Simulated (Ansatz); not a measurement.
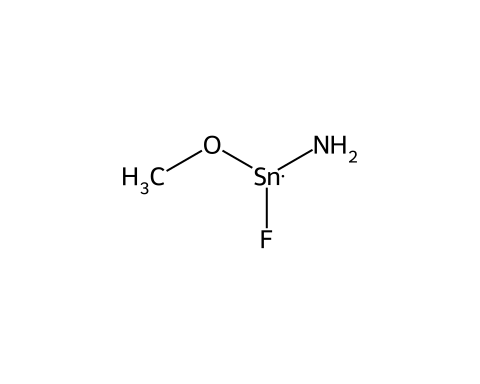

Source: calculation with Ansatz.

State: neutral, doublet.

Write the SMILES.

Answer. C[O][Sn]([NH2])[F]

What is the molecular formula?

Answer. CH5FNOSn.

An optimisation with PBE0-D4/def2-TZVP gave a structure of which point group?

Answer. C1. Other conformers may differ.
